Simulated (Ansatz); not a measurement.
# PBE0/6-311+G(d,p) run of BCNF2 (SMILES N#CB(F)F)

What is the electronic atomisation energy of BCNF2 at PBE0/6-311+G**? 

The results are computed with Ansatz 0.2.0.

69 further runs of the same task are left out: 69 set aside as unsound or not needed.

### 1 The structure to begin with

BCNF2: 5 atoms, total charge 0, spin state singlet. SMILES: `N#CB(F)F`. The coordinates come from a PBE0-D4/def2-TZVP relaxation.

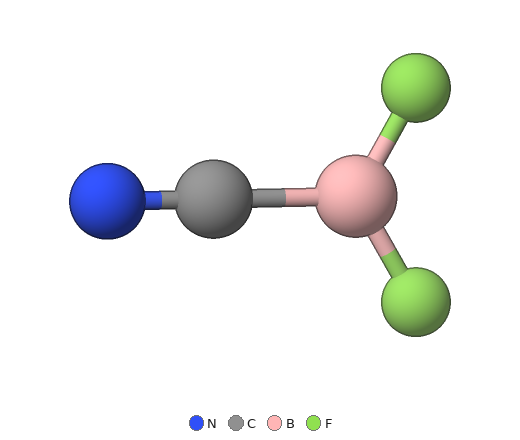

The structure, seen from a chosen angle (nitrogen blue, carbon grey, boron pink, fluorine green).

### 2 The energy at PBE0/6-311+G(d,p)

Contents of job.yaml:

```yaml
basis:
  gaussian:
    orbitals: 6-311+G_st__st_.json
crystal:
  periodic: [false, false, false]
  atoms:
    - {symbol: N, position_ang: [-0.715100, 1.789700, 0.801000]}
    - {symbol: C, position_ang: [-0.319400, 0.804800, 0.359300]}
    - {symbol: B, position_ang: [0.212000, -0.517400, -0.233800]}
    - {symbol: F, position_ang: [1.451200, -0.872800, -0.026200]}
    - {symbol: F, position_ang: [-0.578700, -1.277900, -0.941900]}
hamiltonian:
  xc: pbe0
accuracy: high
output:
  orbitals: {seedname: orbitals}
```

The basis set 6-311+G** is read from a file made from the Basis Set Exchange's data (not shown).

Run with:

```sh
ansatz run job.yaml --threads 1 --pin off --max-ram 3480MiB --events-out events.jsonl --progress --plain --runs-dir runs
```

Output:

```text
Warning: RAYON_NUM_THREADS=1 ignored (pool sized by the plan → 1); use --threads N
Functional definition: PBE0
  name "PBE0"
  parameter a = 0.25
  parameter kappa = 0.804
  parameter beta = 0.06672455060314922
  exchange = (1 - a)*pbe_x(kappa = kappa, mu = beta*pi^2/3) + a*exact_x
  correlation = pbe_c(beta = beta)
1963 factors; integrals over basis functions are off by at most 4.0e-9 eV
mean field evaluation 1: about -8628.4539 eV, gradient 5.0e1 eV
mean field evaluation 2: about -8622.9537 eV, gradient 7.3e1 eV
mean field evaluation 4: about -8632.7090 eV, gradient 4.3e0 eV
mean field evaluation 8: about -8632.9451 eV, gradient 2.4e-1 eV
mean field evaluation 16: about -8632.9452 eV, gradient 1.1e-5 eV
mean field -8632.94515234 eV, -317.2548827279 hartree, gradient 9.4e-8 eV, S^2 0.000000; 0 other end points of the search recorded, 0 dependent functions left out
reference -8632.94515701 eV, -317.2548828997 hartree; 18, 18 occupied and 92, 92 virtual orbitals, 1963 factors
Total energy: -8632.94515701 eV, -317.2548828997 hartree
```

It took 5.7 s on 1 thread of Arm Neoverse V2, shared host; peak memory 0.33 GiB.

### 3 The B atom, same level

Contents of run.yaml:

```yaml
crystal:
  periodic: [false, false, false]
  atoms:
    - symbol: B
      position_ang: [0.000000, 0.000000, 0.000000]
basis:
  gaussian:
    orbitals: 6-311+G_st__st_.json
total_charge: 0
magnetization:
  spin_polarized: true
  initial_magnetization: 1
hamiltonian:
  xc: {name: PBE0}
accuracy: high
```

The basis set 6-311+G** is read from a file made from the Basis Set Exchange's data (not shown).

Run the same way, it converges to -24.61669 Eh (log not shown).

### 4 The C atom at the same level

Contents of in.yaml:

```yaml
crystal:
  periodic: [false, false, false]
  atoms:
    - {symbol: C, position_ang: [0.000000, 0.000000, 0.000000]}
basis:
  gaussian:
    orbitals: 6-311+G_st__st_.json
magnetization:
  spin_polarized: true
  initial_magnetization: 2
hamiltonian:
  xc: pbe0
accuracy: high
```

The basis set 6-311+G** is read from a file made from the Basis Set Exchange's data (not shown).

Run the same way, it converges to -37.80297 Eh (log not shown).

### 5 The F atom at the same level

Contents of in.yaml:

```yaml
crystal:
  periodic: [false, false, false]
  atoms:
    - symbol: F
      position_ang: [0.000000, 0.000000, 0.000000]
basis:
  gaussian:
    orbitals: 6-311+G_st__st_.json
magnetization:
  spin_polarized: true
  initial_magnetization: 1
hamiltonian:
  xc: {name: PBE0}
accuracy: high
```

The basis set 6-311+G** is read from a file made from the Basis Set Exchange's data (not shown).

Run with:

```sh
ansatz run in.yaml --threads 1 --pin off --max-ram 3480MiB --events-out events.jsonl --progress --plain --runs-dir runs
```

Output:

```text
Warning: RAYON_NUM_THREADS=1 ignored (pool sized by the plan → 1); use --threads N
Functional definition: PBE0
  name "PBE0"
  parameter a = 0.25
  parameter kappa = 0.804
  parameter beta = 0.06672455060314922
  exchange = (1 - a)*pbe_x(kappa = kappa, mu = beta*pi^2/3) + a*exact_x
  correlation = pbe_c(beta = beta)
175 factors; integrals over basis functions are off by at most 3.7e-9 eV
mean field evaluation 1: about -2711.9805 eV, gradient 5.3e0 eV
mean field evaluation 2: about -2712.0367 eV, gradient 2.3e0 eV
mean field evaluation 4: about -2712.0506 eV, gradient 3.3e-2 eV
mean field evaluation 8: about -2712.0508 eV, gradient 5.5e-4 eV
mean field -2712.05077668 eV, -99.6660277488 hartree, gradient 8.5e-9 eV, S^2 0.751342; 0 other end points of the search recorded, 0 dependent functions left out
reference -2712.05077828 eV, -99.6660278078 hartree; 5, 4 occupied and 17, 18 virtual orbitals, 175 factors
Total energy: -2712.05077828 eV, -99.6660278078 hartree
```

It took 0.28 s on 1 thread of Arm Neoverse V2, shared host.

### 6 The N atom

Contents of in.yaml:

```yaml
crystal:
  periodic: [false, false, false]
  atoms:
    - {symbol: "N", position_ang: [0.000000, 0.000000, 0.000000]}
basis:
  gaussian:
    orbitals: 6-311+G_st__st_.json
magnetization:
  spin_polarized: true
  initial_magnetization: 3
hamiltonian:
  xc: pbe0
accuracy: high
```

The basis set 6-311+G** is read from a file made from the Basis Set Exchange's data (not shown).

Run the same way, it converges to -54.54033 Eh (log not shown).

### 7 Results

Level: PBE0/6-311+G**.

```
                     quantity          value
       molecule: total energy  -317.25488 Eh
        molecule: HOMO energy      -10.80 eV
        molecule: LUMO energy       -2.44 eV
      molecule: HOMO–LUMO gap        8.36 eV
         B atom: total energy   -24.61669 Eh
                 B atom: ⟨S²⟩          0.753
         C atom: total energy   -37.80297 Eh
                 C atom: ⟨S²⟩          2.003
         F atom: total energy   -99.66603 Eh
                 F atom: ⟨S²⟩          0.751
         N atom: total energy   -54.54033 Eh
                 N atom: ⟨S²⟩          3.753
electronic atomisation energy      26.200 eV
```

Taking the molecule apart into free atoms costs 26.20 eV (2528 kJ/mol), before zero-point energy and without spin-orbit coupling.
